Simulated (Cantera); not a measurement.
Charge: 1 mol CHF3, 1.4 mol H2, 1.9 mol CH4, at 0.390 bar.

Cantera equilibrium calculation (NASA polynomials, part measured and part estimated; ideal gas, pure solids and liquids). Candidate condensed phases: C, C6H6, C7H8, C8H18; 95 gas species. The numbers say what is thermodynamically allowed, not how fast it happens.

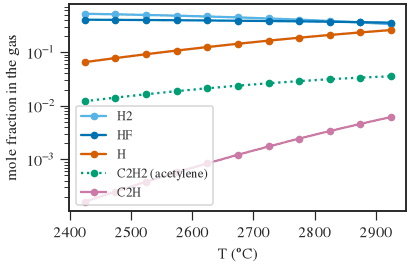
Figure: Equilibrium gas composition (values under 1e-9 drawn at 1e-9)

Problem. Read off the mole fractions at 2675 °C.

Solution. H2 about 0.44, HF about 0.39, H about 0.14, C2H2 (acetylene) about 0.024, C2H about 0.0012.
